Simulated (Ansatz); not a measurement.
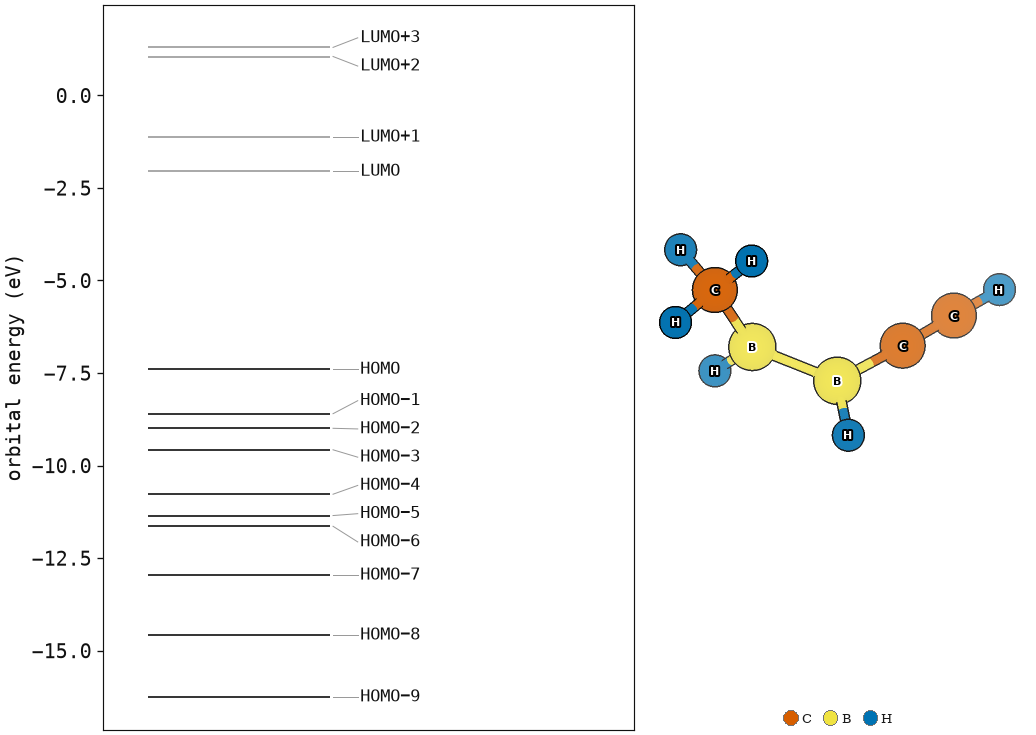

C₃H₆B₂, SMILES C#CBBC. Kohn-Sham orbital energies near the frontier, PBE0/def2-TZVPP, the Ansatz code 0.2.0, at a PBE0-D4/def2-TZVP geometry (a minimum by its frequencies), isolated molecule; empty levels in grey, levels within 0.03 eV side by side.

Question: Where do the frontier orbitals lie?

Answer: HOMO at −7.40 eV, LUMO at −2.05 eV, 5.35 eV apart.

Question: How far below the HOMO does the next level lie?

Answer: 1.20 eV.

Question: List the levels.

Answer:
```
orbital  energy (eV)
 LUMO+3         1.30
 LUMO+2         1.05
 LUMO+1        −1.13
   LUMO        −2.05
   HOMO        −7.40
 HOMO−1        −8.60
 HOMO−2        −8.99
 HOMO−3        −9.57
 HOMO−4       −10.77
 HOMO−5       −11.35
 HOMO−6       −11.64
 HOMO−7       −12.96
 HOMO−8       −14.58
 HOMO−9       −16.25
```

Caveats: one conformer of a flexible molecule; empty levels above zero depend strongly on the basis.
